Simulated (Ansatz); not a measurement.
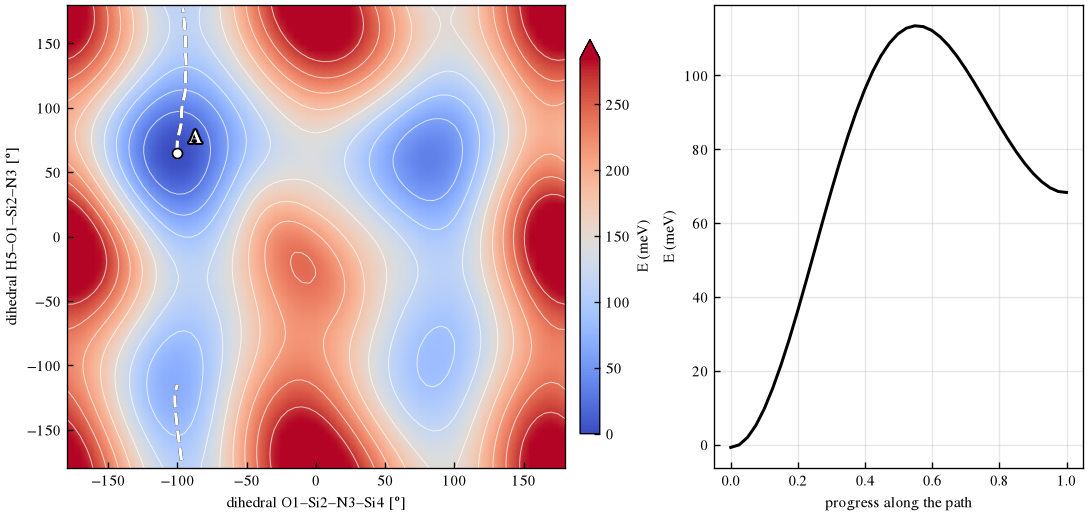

H6NOSi2, SMILES O[SiH2]N[SiH2], spin multiplicity 2. First axis: dihedral O1–Si2–N3–Si4. Second axis: dihedral H5–O1–Si2–N3. Nothing is relaxed (all other coordinates rigid). The grid has 18 × 18 points. Points are written as (first, second). Energies: meV, counted from the lowest grid point. Level of theory: Ansatz, UKS SPW92 (LDA)/def2-SVP.

Drawn: a smooth colour map with a few white contour lines, a line along the lowest path, one colour for all values above the top of the scale, the energy along the path at the right, the start A. Between grid points the surface is interpolated.

Describe the path and its barrier.

The easiest path leads from the well at about (−100°, 65°) to the well at about (−100°, −115°), about 69 meV higher. Its highest point lies about 114 meV above the bottom of the first well on the interpolated surface, at about (−95°, 165°). Seen from the upper well the barrier is about 45 meV. The start is the relaxed structure and all else is held, so a fully relaxed path at this level can only be lower.
